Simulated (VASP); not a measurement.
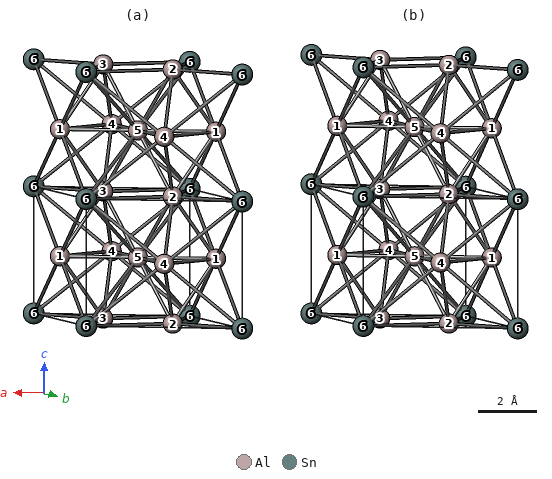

The structure of crystalline Al₅Sn (a generated structure, set up in P6/mmm) before (left) and after (right) a relaxation, at one scale.

The picture is a ball-and-stick view of the cell of the calculation, repeated 1 × 1 × 2 with one cell outlined, seen from a free direction.

The run lets cell and atoms move.

Level of theory: VASP 6.6.1, Kohn-Sham DFT of a periodic cell, PBE, VASP PAW PBE potentials, recommended.

Input
```
PREC = Accurate
ENCUT = 600
EDIFF = 1E-6
ISMEAR = 0
SIGMA = 0.1
LREAL = F
LASPH = T
NELM = 100
ALGO = Fast
ISIF = 3
LWAVE = F
LCHARG = F
GGA = PE
IBRION = 2
NSW = 100
EDIFFG = -0.01
```

Run as
```bash
cat potpaw_PBE.64/Al/POTCAR potpaw_PBE.64/Sn_d/POTCAR > POTCAR
mpirun -np 1 vasp_std > vasp.out
```

Q: What changed between the two?

A: The atoms keep their places relative to the cell (all moves are under 0.005 Å). Cell: a = b 5.559 → 5.499 Å (−1.1 %), c 4.464 → 4.543 Å (+1.8 %). Volume −0.4 %. Near-neighbour distances that change, for instance: Al2–Sn6 3.209 → 3.175 Å, Al1–Al4 2.779 → 2.749 Å, Al1–Al2 2.749 → 2.771 Å. The space group stays P6/mmm (No. 191). After 4 geometry steps the energy has fallen by 3.6 meV per atom. All forces vanish by symmetry, so only the cell relaxes. The pressure goes from −0.03 to 0.03 GPa.
